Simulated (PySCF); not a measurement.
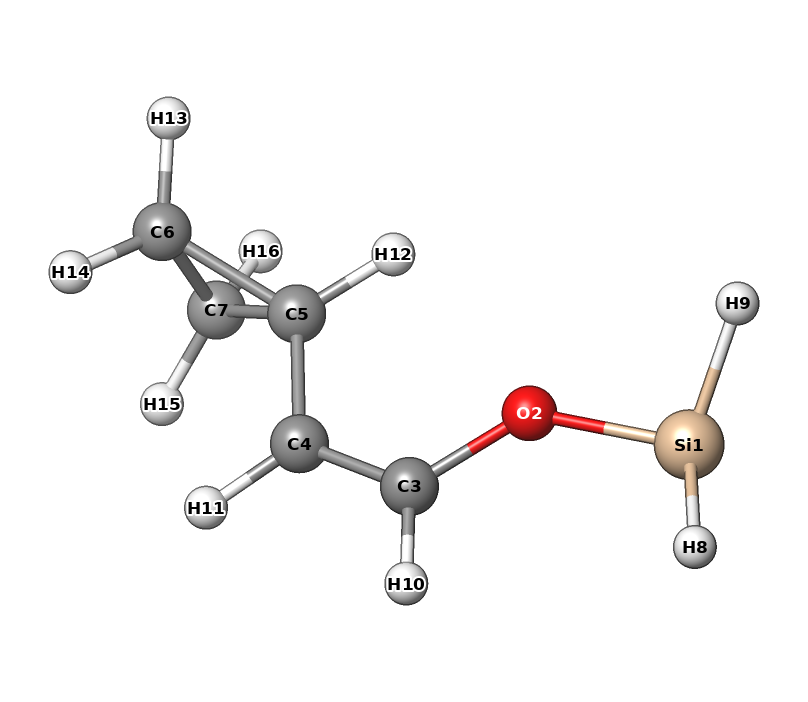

Charge 0, doublet. The computed structure is the end point of a GFN2-xTB optimisation. No frequency run is at hand to confirm it as a minimum. Computed with UKS B3LYP, pcH-1 on C H O Si, non-relativistic (PySCF 2.14.0). Fermi-contact and spin-dipolar terms alone, no spin-orbit part.

Which nucleus has the largest dipolar (anisotropic) hyperfine coupling?

Answer. 29Si at Si1: principal values −149.2, 74.3, 74.9 MHz.

List the isotropic and dipolar parts for the most strongly coupled nuclei, one of each equivalent set.

```json
{"atom": "Si1", "isotope": "29Si", "a_iso (MHz)": "−529.0", "dipolar part (MHz)": "−149.2, 74.3, 74.9"}
{"atom": "O2", "isotope": "17O", "a_iso (MHz)": "−23.6", "dipolar part (MHz)": "−37.3, 18.0, 19.3"}
{"atom": "C4", "isotope": "13C", "a_iso (MHz)": "5.2", "dipolar part (MHz)": "−5.3, −4.4, 9.7"}
{"atom": "H8", "isotope": "1H", "a_iso (MHz)": "94.4", "dipolar part (MHz)": "−8.6, 0.6, 8.0"}
{"atom": "H9", "isotope": "1H", "a_iso (MHz)": "89.2", "dipolar part (MHz)": "−8.1, 0.5, 7.6"}
{"atom": "C3", "isotope": "13C", "a_iso (MHz)": "−6.7", "dipolar part (MHz)": "−5.5, 1.4, 4.1"}
{"atom": "H10", "isotope": "1H", "a_iso (MHz)": "1.5", "dipolar part (MHz)": "−2.2, −1.9, 4.1"}
{"atom": "H11", "isotope": "1H", "a_iso (MHz)": "−4.2", "dipolar part (MHz)": "−2.7, −0.5, 3.2"}
```

The geometry is semi-empirical. Around Si such bond lengths and angles can be off by a tenth of an ångström or more and by several degrees, and values that hang on the shape move with them.
